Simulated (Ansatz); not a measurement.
# C₆H₁₅FSi: one species, many methods, part 2 of 2

Ansatz 0.2.0, Gaussian basis; functionals in def2-TZVPP, the program's frozen cores in correlated methods.

### Step 17. ωB97M-V (range-separated)

File in.yaml:

```yaml
crystal:
  periodic: [false, false, false]
  atoms:
    - {symbol: C, position_ang: [1.023862, -1.118397, -2.501794]}
    - {symbol: C, position_ang: [0.110220, -0.040909, -1.922162]}
    - {symbol: Si, position_ang: [-0.488002, -0.384834, -0.185688]}
    - {symbol: F, position_ang: [-1.367068, -1.740338, -0.237586]}
    - {symbol: C, position_ang: [-1.607272, 0.982923, 0.420896]}
    - {symbol: C, position_ang: [-2.157919, 0.772130, 1.829531]}
    - {symbol: C, position_ang: [0.926021, -0.710212, 0.992315]}
    - {symbol: C, position_ang: [1.872020, 0.477403, 1.158921]}
    - {symbol: H, position_ang: [0.530855, -2.093495, -2.511304]}
    - {symbol: H, position_ang: [1.940959, -1.223615, -1.916085]}
    - {symbol: H, position_ang: [1.318826, -0.888747, -3.528780]}
    - {symbol: H, position_ang: [-0.773679, 0.089080, -2.557546]}
    - {symbol: H, position_ang: [0.618129, 0.931200, -1.922464]}
    - {symbol: H, position_ang: [-2.429875, 1.081268, -0.297187]}
    - {symbol: H, position_ang: [-1.053389, 1.927987, 0.364757]}
    - {symbol: H, position_ang: [-2.832354, 1.579786, 2.124934]}
    - {symbol: H, position_ang: [-2.715338, -0.164984, 1.901389]}
    - {symbol: H, position_ang: [-1.355799, 0.730863, 2.571291]}
    - {symbol: H, position_ang: [0.505201, -1.001258, 1.961075]}
    - {symbol: H, position_ang: [1.475331, -1.587783, 0.633931]}
    - {symbol: H, position_ang: [1.350102, 1.357084, 1.545744]}
    - {symbol: H, position_ang: [2.685313, 0.252592, 1.853267]}
    - {symbol: H, position_ang: [2.328657, 0.765156, 0.207844]}
basis:
  gaussian: {orbitals: def2-TZVPP}
hamiltonian: {xc: {name: wB97M-V}}
output: {forces: true, orbitals: {seedname: orbitals}}
```

The run is started by

```sh
$ ansatz run in.yaml --threads 5 --pin off --events-out ev --progress --plain --max-ram 66560MiB --backend cuda --devices 0, --max-vram 37GiB
```

What it wrote, cut to the lines that bear on the results:

```text
Functional definition: wB97M-V
  name "wB97M-V"
  cite "Mardirossian & Head-Gordon, J. Chem. Phys. 144, 214110 (2016) doi:10.1063/1.4952647"
  cite "Becke, J. Chem. Phys. 107, 8554 (1997) doi:10.1063/1.475007"
  cite "Vydrov & Van Voorhis, J. Chem. Phys. 133, 244103 (2010) doi:10.1063/1.3521275"
  # Of w^i u^j: cxij and so on, Table III.
[...]
  gx(w, u) = 1 - cx + cx01*u + cx10*w
[...]
Atom 19 at     1.475331    -1.587783     0.633931 Å, force    -0.031723     0.053340     0.019541 eV/Å
Atom 20 at     1.350102     1.357084     1.545744 Å, force     0.024441    -0.051816    -0.025539 eV/Å
Atom 21 at     2.685313     0.252592     1.853267 Å, force    -0.064448     0.022981    -0.057241 eV/Å
Atom 22 at     2.328657     0.765156     0.207844 Å, force    -0.031756    -0.017823     0.051245 eV/Å
Dipole moment:     0.188008     0.298997     0.007158 e Å
```

Run time: 21 s. Hardware: 1 × H100 (card shared with other runs) with 5 threads of AMD EPYC 7R13, shared host; peak host memory 1.2 GiB.

With the free atoms at this level, -16968.688 eV in sum, the atomisation energy is 94.613 eV. HOMO -10.13 eV, LUMO 2.24 eV.

### Step 18. B2PLYP (double hybrid)

in.yaml: that of step 17 with these lines changed.

```diff
@@ -28,3 +28,2 @@
   gaussian: {orbitals: def2-TZVPP}
-hamiltonian: {xc: {name: wB97M-V}}
-output: {forces: true, orbitals: {seedname: orbitals}}
+hamiltonian: {xc: {name: B2PLYP}}
```

Same command.

What it wrote, cut to the lines that bear on the results:

```text
Functional definition: B2PLYP
  name "B2PLYP"
  cite "Grimme, J. Chem. Phys. 124, 034108 (2006) doi:10.1063/1.2148954"
  cite "Becke, Phys. Rev. A 38, 3098 (1988) doi:10.1103/PhysRevA.38.3098"
  cite "Lee, Yang & Parr, Phys. Rev. B 37, 785 (1988) doi:10.1103/PhysRevB.37.785"
[...]
2709 factors; integrals over basis functions are off by at most 1.1e-3 eV
[...]
mean field -17044.65748632 eV, -626.3796093383 hartree, gradient 4.5e-6 eV, S^2 0.000000; 0 other end points of the search recorded, 0 dependent functions left out
12 core orbitals not correlated: weight in the atoms' cores, before any rotation towards them, 1.000 or more for the frozen orbitals, at most 0.000 for the correlated occupied ones
reference -17044.65772864 eV, -626.3796182437 hartree; 25, 25 occupied and 432, 432 virtual orbitals, 2709 factors
second order -46.91607543 eV of doubles, -0.00000000 eV of singles
Total energy: -17057.32506901 eV, -626.8451344159 hartree
```

Wall time 13 s (1 × H100 (card shared with other runs) with 5 threads of AMD EPYC 7R13, shared host); peak host memory 2.4 GiB.

With the free atoms at this level, -16963.940 eV in sum, the atomisation energy is 93.385 eV.

### Step 19. PBE-QIDH (double hybrid)

in.yaml: that of step 18 with these lines changed.

```diff
@@ -28,2 +28,2 @@
   gaussian: {orbitals: def2-TZVPP}
-hamiltonian: {xc: {name: B2PLYP}}
+hamiltonian: {xc: {name: PBE-QIDH}}
```

Launched as before.

What it wrote, cut to the lines that bear on the results:

```text
Functional definition: PBE-QIDH
  name "PBE-QIDH"
  cite "Brémond, Sancho-García, Pérez-Jiménez & Adamo, J. Chem. Phys. 141, 031101 (2014) doi:10.1063/1.4890314"
  cite "Perdew, Burke & Ernzerhof, Phys. Rev. Lett. 77, 3865 (1996) doi:10.1103/PhysRevLett.77.3865"
[...]
2709 factors; integrals over basis functions are off by at most 1.1e-3 eV
[...]
mean field -17036.51495331 eV, -626.0803767697 hartree, gradient 4.2e-6 eV, S^2 0.000000; 0 other end points of the search recorded, 0 dependent functions left out
12 core orbitals not correlated: weight in the atoms' cores, before any rotation towards them, 1.000 or more for the frozen orbitals, at most 0.000 for the correlated occupied ones
reference -17036.51497062 eV, -626.0803774058 hartree; 25, 25 occupied and 432, 432 virtual orbitals, 2709 factors
second order -43.74045037 eV of doubles, -0.00000000 eV of singles
Total energy: -17051.09512075 eV, -626.6161880400 hartree
```

It took 8.1 s on 1 × H100 (card shared with other runs) with 5 threads of AMD EPYC 7R13, shared host; peak host memory 2.4 GiB.

Atomisation energy: 94.164 eV (free atoms -16956.932 eV, run apart).

### Step 20. Frontier levels by functional

Dipoles come from the runs that computed forces. Levels are read from the orbital files that the runs wrote:

| functional | HOMO (eV) | LUMO (eV) | gap (eV) | dipole (D) |
| --- | --- | --- | --- | --- |
| LDA (SPW92) | -6.66 | -0.20 | 6.46 |  |
| PBE-D4 | -6.57 | 0.02 | 6.59 | 1.66 |
| revPBE-D4 | -6.52 | 0.14 | 6.67 |  |
| BLYP-D4 | -6.49 | 0.04 | 6.53 |  |
| r2SCAN-D4 | -6.84 | 0.66 | 7.51 | 1.69 |
| B97M-V | -6.94 | 0.10 | 7.04 |  |
| PBE0-D4 | -7.89 | 0.81 | 8.69 |  |
| B3LYP-D4 | -7.70 | 0.50 | 8.20 | 1.71 |
| r2SCANh-D4 | -7.33 | 0.89 | 8.22 |  |
| r2SCAN0-D4 | -8.06 | 1.22 | 9.29 |  |
| HSE06-D4 | -7.48 | 0.44 | 7.92 |  |
| BHLYP-D4 | -9.16 | 1.43 | 10.58 |  |
| CAM-B3LYP-D4 | -9.29 | 1.59 | 10.87 |  |
| LC-ωPBE | -10.59 | 2.89 | 13.49 |  |
| ωB97X-V | -10.27 | 2.64 | 12.91 |  |
| ωB97M-V | -10.13 | 2.24 | 12.37 | 1.70 |

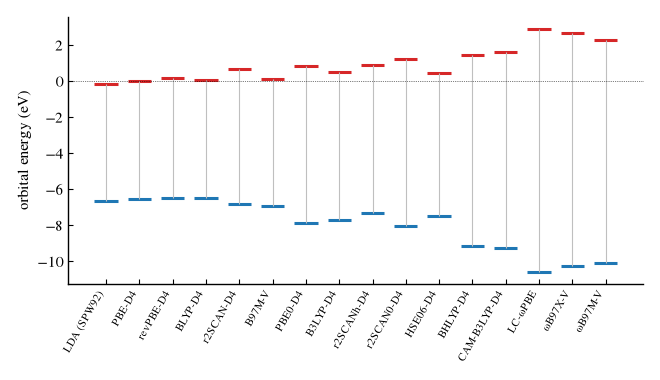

Highest occupied (blue) and lowest empty (red) level by functional.

### Step 21. CCSD(T) in def2-SVP

in.yaml: that of step 19 with these lines changed.

```diff
@@ -27,3 +27,3 @@
 basis:
-  gaussian: {orbitals: def2-TZVPP}
-hamiltonian: {xc: {name: PBE-QIDH}}
+  gaussian: {orbitals: def2-SVP}
+correlation: {method: ccsd_t}
```

Same command.

What it wrote, cut to the lines that bear on the results:

```text
Functional definition: HF
  name "HF"
  cite "Fock, Z. Phys. 61, 126 (1930) doi:10.1007/BF01340294"
  parent pbe
[...]
1948 factors; integrals over basis functions are off by at most 1.4e-3 eV
[...]
mean field -16981.72962913 eV, -624.0670532409 hartree, gradient 1.3e-6 eV, S^2 0.000000; 0 other end points of the search recorded, 0 dependent functions left out
12 core orbitals not correlated: weight in the atoms' cores, before any rotation towards them, 1.000 or more for the frozen orbitals, at most 0.000 for the correlated occupied ones
reference -16981.72962913 eV, -624.0670532409 hartree; 25, 25 occupied and 154, 154 virtual orbitals, 1948 factors
second order -31.31493027 eV of doubles, -0.00000000 eV of singles
cycle   1  -33.03257710 eV  change    -1.7e0 eV  update   1.1e-1
[...]
cycle   8  -33.96232184 eV  change   -2.1e-6 eV  update   2.0e-5
perturbative correction -0.91933460 eV, -0.0337849235 hartree
Total energy: -17016.61128557 eV, -625.3489304715 hartree
```

Run time: 7 s. Hardware: 1 × H100 (card shared with other runs) with 5 threads of AMD EPYC 7R13, shared host.

### Step 22. CCSD(T) in def2-TZVPP

in.yaml: that of step 21 with these lines changed.

```diff
@@ -27,3 +27,4 @@
 basis:
-  gaussian: {orbitals: def2-SVP}
+  gaussian: {orbitals: def2-TZVPP}
 correlation: {method: ccsd_t}
+output: {orbitals: {seedname: orbitals}}
```

Same command.

What it wrote, cut to the lines that bear on the results:

```text
Functional definition: HF
  name "HF"
  cite "Fock, Z. Phys. 61, 126 (1930) doi:10.1007/BF01340294"
  parent pbe
[...]
2709 factors; integrals over basis functions are off by at most 1.1e-3 eV
[...]
mean field -16995.14233777 eV, -624.5599611919 hartree, gradient 7.6e-6 eV, S^2 0.000000; 0 other end points of the search recorded, 0 dependent functions left out
12 core orbitals not correlated: weight in the atoms' cores, before any rotation towards them, 1.000 or more for the frozen orbitals, at most 0.000 for the correlated occupied ones
reference -16995.14233777 eV, -624.5599611919 hartree; 25, 25 occupied and 432, 432 virtual orbitals, 2709 factors
second order -39.02033542 eV of doubles, -0.00000000 eV of singles
cycle   1  -40.20545259 eV  change    -1.2e0 eV  update   1.2e-1
[...]
cycle   8  -41.22491015 eV  change    4.2e-5 eV  update   3.1e-5
perturbative correction -1.53249958 eV, -0.0563183208 hartree
Total energy: -17037.89974750 eV, -626.1312670172 hartree
```

It took 61 s on 1 × H100 (card shared with other runs) with 5 threads of AMD EPYC 7R13, shared host.

### Step 23. MP2 in def2-QZVPP

in.yaml: that of step 22 with these lines changed.

```diff
@@ -27,4 +27,3 @@
 basis:
-  gaussian: {orbitals: def2-TZVPP}
-correlation: {method: ccsd_t}
-output: {orbitals: {seedname: orbitals}}
+  gaussian: {orbitals: "def2-QZVPP.json"}
+correlation: {method: mp2}
```

Same command.

What it wrote, cut to the lines that bear on the results:

```text
Functional definition: HF
  name "HF"
  cite "Fock, Z. Phys. 61, 126 (1930) doi:10.1007/BF01340294"
  parent pbe
[...]
5418 factors; integrals over basis functions are off by at most 9.0e-4 eV
[...]
mean field -16995.82160280 eV, -624.5849237212 hartree, gradient 2.5e-6 eV, S^2 0.000000; 0 other end points of the search recorded, 0 dependent functions left out
12 core orbitals not correlated: weight in the atoms' cores, before any rotation towards them, 1.000 or more for the frozen orbitals, at most 0.000 for the correlated occupied ones
reference -16995.82160280 eV, -624.5849237212 hartree; 25, 25 occupied and 882, 882 virtual orbitals, 5418 factors
second order -41.73624211 eV of doubles, -0.00000000 eV of singles
Total energy: -17037.55784491 eV, -626.1187023288 hartree
```

Wall time 16 s (1 × H100 (card shared with other runs) with 5 threads of AMD EPYC 7R13, shared host); peak host memory 1.6 GiB.

Energy pieces by basis (eV):

| basis | HF | MP2 correlation | CCSD correlation | (T) | total |
| --- | --- | --- | --- | --- | --- |
| def2-SVP | -16981.7296 | -31.3149 | -33.9623 | -0.9193 | -17016.6113 |
| def2-TZVPP | -16995.1423 | -39.0203 | -41.2249 | -1.5325 | -17037.8997 |
| def2-QZVPP | -16995.8216 | -41.7362 |  |  | -17037.5578 (MP2) |

The report of the def2-TZVPP run gives T1 = 0.0097.

### Step 24. From triple and quadruple zeta to the limit

No new run: Hartree-Fock is extrapolated as exp(−7.88√X) and correlation as X^−2.97, with X = 3 and 4; only MP2 was run in the larger set, so CCSD(T) minus MP2 is added from the smaller one.

| level | energy at the limit (eV) |
| --- | --- |
| HF | -16995.9152 |
| MP2 | -17039.6632 |
| CCSD | -17041.8678 |
| CCSD(T) | -17043.4003 |

### Step 25. RPA on PBE orbitals

in.yaml: that of step 23 with these lines changed.

```diff
@@ -27,3 +27,4 @@
 basis:
-  gaussian: {orbitals: "def2-QZVPP.json"}
-correlation: {method: mp2}
+  gaussian: {orbitals: def2-TZVPP}
+hamiltonian: {xc: pbe}
+correlation: {method: rpa}
```

Same command.

What it wrote, cut to the lines that bear on the results:

```text
Functional definition: PBE
  name "PBE"
  cite "Perdew, Burke & Ernzerhof, Phys. Rev. Lett. 77, 3865 (1996) doi:10.1103/PhysRevLett.77.3865"
  parent pbe
[...]
2709 factors; integrals over basis functions are off by at most 1.1e-3 eV
[...]
mean field -17052.16148677 eV, -626.6553762688 hartree, gradient 1.8e-6 eV, S^2 0.000000; 0 other end points of the search recorded, 0 dependent functions left out
12 core orbitals not correlated: weight in the atoms' cores, before any rotation towards them, 1.000 or more for the frozen orbitals, at most 0.000 for the correlated occupied ones
reference -16992.89375937 eV, -624.4773274596 hartree; 25, 25 occupied and 432, 432 virtual orbitals, 2709 factors
Total energy: -17057.92711715 eV, -626.8672592771 hartree
```

It took 14 s on 1 × H100 (card shared with other runs) with 5 threads of AMD EPYC 7R13, shared host; peak host memory 2.4 GiB.

RPA correlation: -65.033 eV. No RPA run of the hydrogen atom was made, so RPA has no atomisation energy below.

### Step 26. All levels against the reference

Free atoms (6 C, 1 Si, 1 F, 15 H) were run apart at each level; the atomisation energy is their sum less the molecule, without zero-point or spin-orbit terms.

Differences are taken before rounding.

| method | rung | atomisation energy (eV) | from CCSD(T)/CBS (eV) | time |
| --- | --- | --- | --- | --- |
| LDA (SPW92) | LDA | 106.245 | +11.848 | 14 s |
| PBE-D4 | GGA | 95.617 | +1.220 | 14 s |
| revPBE-D4 | GGA | 93.738 | -0.659 | 15 s |
| BLYP-D4 | GGA | 93.727 | -0.670 | 12 s |
| r2SCAN-D4 | meta-GGA | 94.551 | +0.154 | 18 s |
| B97M-V | meta-GGA | 94.515 | +0.118 | 16 s |
| PBE0-D4 | hybrid | 94.720 | +0.323 | 15 s |
| B3LYP-D4 | hybrid | 94.361 | -0.036 | 15 s |
| r2SCANh-D4 | hybrid | 94.233 | -0.165 | 17 s |
| r2SCAN0-D4 | hybrid | 93.783 | -0.614 | 15 s |
| HSE06-D4 | hybrid | 94.765 | +0.368 | 13 s |
| BHLYP-D4 | hybrid | 92.524 | -1.873 | 11 s |
| CAM-B3LYP-D4 | range-separated | 94.807 | +0.410 | 12 s |
| LC-ωPBE | range-separated | 94.197 | -0.200 | 11 s |
| ωB97X-V | range-separated | 94.536 | +0.139 | 14 s |
| ωB97M-V | range-separated | 94.613 | +0.215 | 21 s |
| B2PLYP | double hybrid | 93.385 | -1.012 | 13 s |
| PBE-QIDH | double hybrid | 94.164 | -0.234 | 8.1 s |
| HF/def2-TZVPP | wavefunction | 71.982 | -22.415 |  |
| MP2/def2-TZVPP | wavefunction | 93.302 | -1.095 |  |
| CCSD/def2-TZVPP | wavefunction | 91.348 | -3.049 |  |
| CCSD(T)/def2-SVP | wavefunction | 90.261 | -4.136 | 7 s |
| CCSD(T)/def2-TZVPP | wavefunction | 92.388 | -2.010 | 61 s |
| MP2/CBS | wavefunction | 95.312 | +0.914 |  |
| CCSD(T)/CBS | wavefunction | 94.397 | 0 | 77 s |

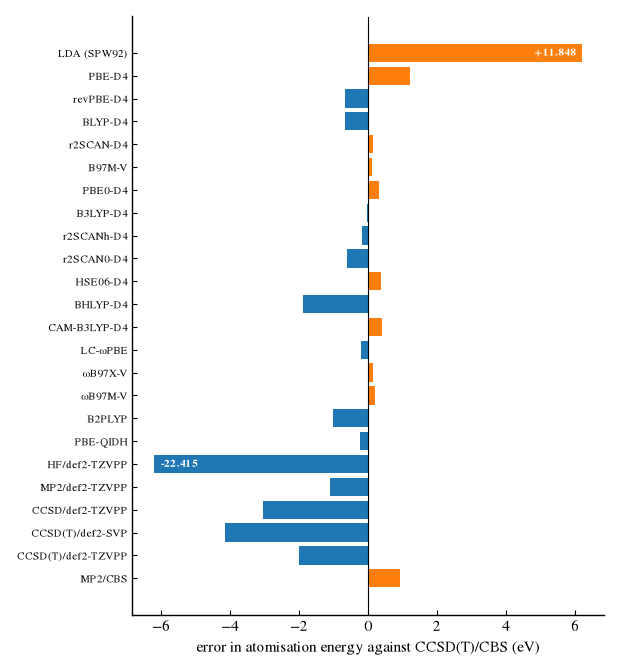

Deviations from CCSD(T)/CBS, method by method. Bars with a number in them are cut short.

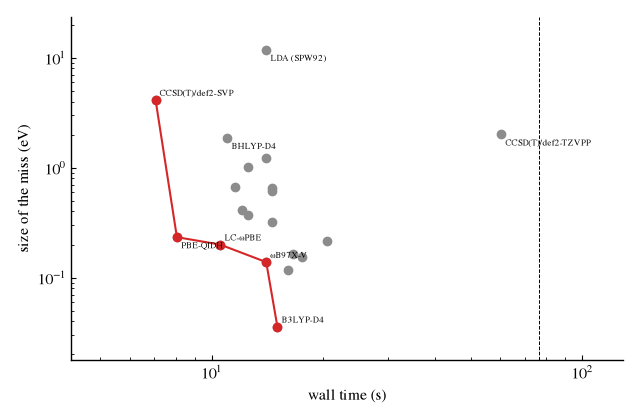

Accuracy for the time spent; red marks the levels that beat every quicker one drawn (of those quicker than the yardstick), and the dashed line is the time of CCSD(T)/CBS. Only those levels and the largest misses are named. Times are from a shared host.

LDA (SPW92), LC-ωPBE, B2PLYP, PBE-QIDH carry no dispersion term (for B3LYP, D4 adds 0.882 eV).

Times are those of the molecule's run; HF, MP2 and CCSD come out of the CCSD(T) runs, and the limit's time is the sum of the runs that it needs.

### Step 27. Summary of results

The summary covers parts 1 to 2.

```
                               quantity                                                                                                          value
        atomisation energy, CCSD(T)/CBS                                                                                                      94.397 eV
    functionals within 0.472 eV (0.5 %)  r2SCAN-D4, B97M-V, PBE0-D4, B3LYP-D4, r2SCANh-D4, HSE06-D4, CAM-B3LYP-D4, LC-ωPBE, ωB97X-V, ωB97M-V, PBE-QIDH
                    farthest beyond LDA                                                                                           BHLYP-D4 (-1.873 eV)
                mean size of error, GGA                                                                                                       0.850 eV
           mean size of error, meta-GGA                                                                                                       0.136 eV
             mean size of error, hybrid                                                                                                       0.563 eV
    mean size of error, range-separated                                                                                                       0.241 eV
      mean size of error, double hybrid                                                                                                       0.623 eV
              gap, smallest and largest                                                                      6.46 eV (LDA (SPW92)), 13.49 eV (LC-ωPBE)
                          T1 diagnostic                                                                                                         0.0097
triples share of the correlation energy                                                                                                          3.6 %
```

The LDA atomisation energy is off by 11.848 eV (13 %): it overbinds. PBE-D4 is off by +1.220 eV. Double hybrids carry the basis error of their MP2 part in triple zeta, and no dispersion term here, so their miss is partly the set-up's. The rungs meta-GGA, range-separated miss on average by less than the doubt on the reference (0.472 eV), so they tie. Misses under about 0.472 eV are within the doubt on the reference itself, which lacks core-valence correlation, relativity and higher excitations. Hartree-Fock recovers 76 % of the binding; the rest is correlation. CCSD(T) in def2-SVP is off by -4.136 eV, which most functionals beat. Orbital gaps span 6.5 to 13.5 eV; exact exchange widens them.

For cost: B3LYP-D4 gets within 0.036 eV in 15 s, where CCSD(T)/CBS took 77 s; the quickest level in the cost chart, CCSD(T)/def2-SVP, takes 7 s and misses by 4.136 eV.
